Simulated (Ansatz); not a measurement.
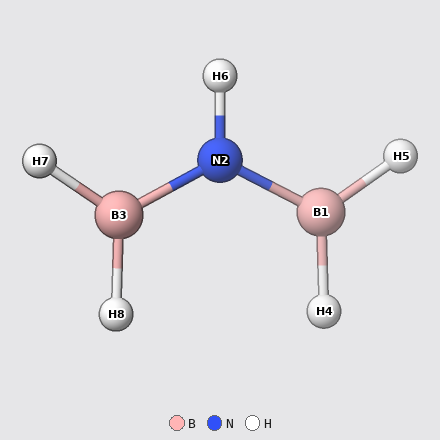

The system is B2H5N, SMILES BNB; the picture shows the reference structure. The first coordinate is: dihedral B1–N2–B3–H7; the second: dihedral H4–B1–N2–B3. Nothing is relaxed (all other coordinates rigid). Grid: 12 × 12 points; 43 points were computed and 101 follow by symmetry. Energies are in kcal/mol, from the lowest grid point. Theory: RKS CAM-B3LYP-D4/def2-TZVP in Ansatz.

Its coordinates:

```
atom    x (Å)    y (Å)    z (Å)
   B  -0.8281   0.6546  -0.6934
   N   0.2576   0.3742   0.1692
   B   0.6949  -0.9110   0.5676
   H  -1.4512  -0.2535  -1.1417
   H  -1.0937   1.7876  -0.9508
   H   0.7685   1.1656   0.5347
   H   1.6279  -1.0100   1.3025
   H   0.1162  -1.8646   0.1559
```

Range: dihedral B1–N2–B3–H7 from −180 to 150°; dihedral H4–B1–N2–B3 from −180 to 150°.

What will the energy surface look like?

Answer. The lowest grid point is at dihedral B1–N2–B3–H7 = −180°, dihedral H4–B1–N2–B3 = 0°; the map holds 4 wells of about this depth. The highest grid point, dihedral B1–N2–B3–H7 = −90°, dihedral H4–B1–N2–B3 = 90°, lies 56.1 kcal/mol above the lowest. On the interpolated surface the easiest way out of the lowest well to a well of about the same depth near dihedral B1–N2–B3–H7 = 0°, dihedral H4–B1–N2–B3 = 0° passes a barrier of about 21 kcal/mol. Round the minimum the valley is somewhat tilted: raising dihedral B1–N2–B3–H7 shifts the best value of dihedral H4–B1–N2–B3 downwards (coupling k₁₂/√(k₁₁k₂₂) about 0.2).

| dihedral H4–B1–N2–B3 ↓, dihedral B1–N2–B3–H7 → | −180 | −150 | −120 | −90 | −60 | −30 | 0 | 30 | 60 | 90 | 120 | 150 |
| --- | --- | --- | --- | --- | --- | --- | --- | --- | --- | --- | --- | --- |
| 150 | 4.5 | 8.0 | 18.9 | 27.1 | 21.9 | 10.5 | 4.5 | 8.0 | 18.8 | 27.0 | 21.9 | 10.5 |
| 120 | 14.6 | 18.8 | 32.4 | 43.8 | 36.6 | 21.9 | 14.6 | 18.8 | 32.3 | 43.7 | 36.6 | 21.9 |
| 90 | 20.5 | 27.0 | 43.7 | 56.1 | 43.8 | 27.1 | 20.5 | 27.0 | 43.7 | 56.1 | 43.8 | 27.1 |
| 60 | 14.6 | 21.9 | 36.6 | 43.7 | 32.4 | 18.9 | 14.6 | 21.9 | 36.6 | 43.8 | 32.4 | 18.9 |
| 30 | 4.5 | 10.5 | 21.9 | 27.0 | 18.8 | 8.0 | 4.5 | 10.5 | 21.9 | 27.1 | 18.9 | 8.0 |
| 0 | 0.0 | 4.5 | 14.6 | 20.5 | 14.6 | 4.5 | 0.0 | 4.5 | 14.6 | 20.5 | 14.6 | 4.5 |
| −30 | 4.5 | 8.0 | 18.9 | 27.1 | 21.9 | 10.5 | 4.5 | 8.0 | 18.8 | 27.0 | 21.9 | 10.5 |
| −60 | 14.6 | 18.9 | 32.4 | 43.8 | 36.6 | 21.9 | 14.6 | 18.9 | 32.4 | 43.7 | 36.6 | 21.9 |
| −90 | 20.5 | 27.1 | 43.8 | 56.1 | 43.7 | 27.0 | 20.5 | 27.1 | 43.8 | 56.1 | 43.7 | 27.0 |
| −120 | 14.6 | 21.9 | 36.6 | 43.7 | 32.3 | 18.8 | 14.6 | 21.9 | 36.6 | 43.8 | 32.4 | 18.8 |
| −150 | 4.5 | 10.5 | 21.9 | 27.0 | 18.8 | 8.0 | 4.5 | 10.5 | 21.9 | 27.1 | 18.9 | 8.0 |
| −180 | 0.0 | 4.5 | 14.6 | 20.5 | 14.6 | 4.5 | 0.0 | 4.5 | 14.6 | 20.5 | 14.6 | 4.5 |

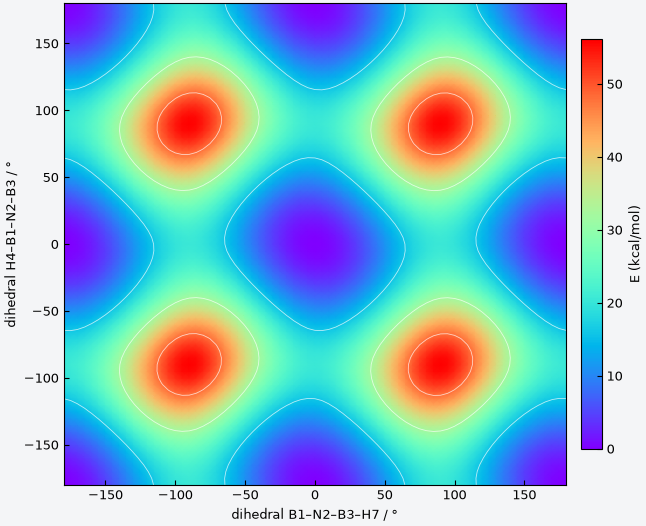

In the figure: a smooth colour map with a few white contour lines. Between grid points the surface is interpolated.

Each point was launched as `ansatz run input.yaml --threads 1 --pin off --max-ram 2560MiB --backend cpu --events-out ev --progress --plain --runs-dir out`. Time for the 43 points that were run: 2.4 min on 1 thread of Arm Neoverse V2, with other jobs on the host.
